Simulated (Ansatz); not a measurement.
## Run report: CuSi$_{16}$, geometry relaxation (part 3 of 3)

The same run, continued: CuSi$_{16}$ (defect cell, 17 atoms in the cell); DFT LDA, scalar-relativistic, plane waves, PAW, PAW set soft_1, spin-polarised (Ansatz 0.2.0); cutoff 420 eV, 2×2×2 k-mesh, Fermi–Dirac smearing of 0.02 eV, collinear spins. It belongs to a series of runs on one base structure; here: end point A relaxed.

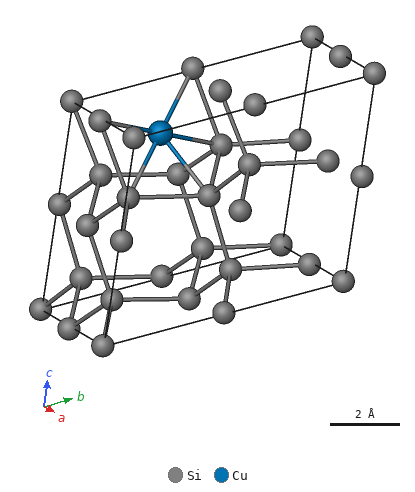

*The geometry at step 15 of the log (ball-and-stick view of the cell of the calculation, seen slightly off an axis).*

### Input
```yaml
crystal:
  lattice:
    - [0.0, 5.43, 5.43]
    - [5.43, 0.0, 5.43]
    - [5.43, 5.43, 0.0]
  atoms:
    - { symbol: Si, position: [0.0, 0.0, 0.0] }
    - { symbol: Si, position: [0.125, 0.125, 0.125] }
    - { symbol: Si, position: [0.0, 0.0, 0.5] }
    - { symbol: Si, position: [0.125, 0.125, 0.625] }
    - { symbol: Si, position: [0.0, 0.5, 0.0] }
    - { symbol: Si, position: [0.125, 0.625, 0.125] }
    - { symbol: Si, position: [0.0, 0.5, 0.5] }
    - { symbol: Si, position: [0.125, 0.625, 0.625] }
    - { symbol: Si, position: [0.5, 0.0, 0.0] }
    - { symbol: Si, position: [0.625, 0.125, 0.125] }
    - { symbol: Si, position: [0.5, 0.0, 0.5] }
    - { symbol: Si, position: [0.625, 0.125, 0.625] }
    - { symbol: Si, position: [0.5, 0.5, 0.0] }
    - { symbol: Si, position: [0.625, 0.625, 0.125] }
    - { symbol: Si, position: [0.5, 0.5, 0.5] }
    - { symbol: Si, position: [0.625, 0.625, 0.625] }
    - { symbol: Cu, position: [0.2475377, 0.2554014, 0.7594515], spin: 1.0 }
magnetization:
  spin_polarized: true
basis:
  ecutwfc: 420.0
kpoints:
  mp_grid: { grid: [2, 2, 2] }
hamiltonian:
  xc: lda
  pseudopotentials: { kind: paw, azcp: { folder: soft_1 } }
scf:
  occupations: { method: fermi_dirac, width: 0.02 }
  lower_state_search: "off"
relax:
  f_tol: 0.03
  max_steps: 60
  adjacent_minimum: "off"
```

Launched with:
```bash
ansatz run input.yaml --threads 2 --pin off --max-ram 5120MiB --backend cpu --events-out ev --progress --plain --runs-dir out
```

### Results in brief

- outcome: converged
- electrons treated: 83
- free energy: −16291.3557 eV
- Fermi energy: 7.342 eV
- net moment of the cell: 0.00 μB
- integrated absolute moment: 0.00 μB
- final volume: 320.21 Å³
- largest force (length of the vector) at the end: 0.015 eV/Å
- hardware: 2 threads of Arm Neoverse V1, 24 GiB of memory available, shared host
- wall time: 2.2 min (CPU time 4.4 min)
- peak memory: 0.69 GiB

Warnings of the run: the PAW datasets were made with another functional; some starting moments were not kept. The k-point mesh is coarse for a cell of this size, so the results may not be converged.
